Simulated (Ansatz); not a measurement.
Cost and result by functional for the adsorption energy of H2O on the (000-1) surface of 4H silicon carbide (H on every top atom; a constructed slab, bottom: 1 H on 1 bottom sites), one in a cell of 33 Å², started at the site 'top H', in Ansatz (plane waves, PAW). Single points on the PBE structure, on one kind of machine; costs are rough ratios of the slab run's core time (references not counted) to the cheapest single point. r2SCAN's cost holds its higher cutoff (500 against 420 eV). Differences are taken against HSE06 for comparison alone: no measured value is at hand, so the table doesn't rank accuracy. HSE06 ran on a coarser k-mesh, which lowers its cost and may carry part of its shift.

Host crystal: 4H silicon carbide, with a band gap (PBE, scalar-relativistic without spin-orbit coupling).

Model: 43-atom slab, 10.8 Å thick at the start with caps and adatoms under the adsorbate (thin: gaps and levels are the slab's own), 4x4x1 mesh, Fermi-Dirac 0.01 eV, dipole correction, 20 atoms held, the rest relaxed; no symmetry held; no spin, no spin-orbit, no U, no dispersion correction. At the end no host atom lies within bonding distance. In PBE it is, or lies within 0.03 eV of, the lowest of the starts that converged. These notes are the PBE run's. Adsorption energies are against H2O(g). A negative adsorption energy means that the adsorbate is more stable on the surface than in its reference.

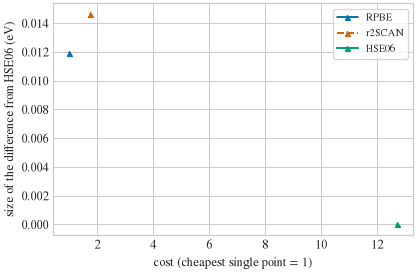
Figure. Difference from HSE06 against cost

| functional | relative cost | adsorption energy (eV) | less HSE06 (eV) |
|---|---|---|---|
| RPBE | 1 | -0.03 | 0.01 |
| r2SCAN | 2 | -0.06 | -0.01 |
| HSE06 | 10 | -0.04 | 0.00 |
| PBE (the relaxed run's value) | – | -0.05 | 0.00 |

The values span 0.03 eV, while the single points' costs differ by a factor of roughly 10. Differences are of unrounded values.

Ansatz is a quantum-chemistry and plane-wave program.
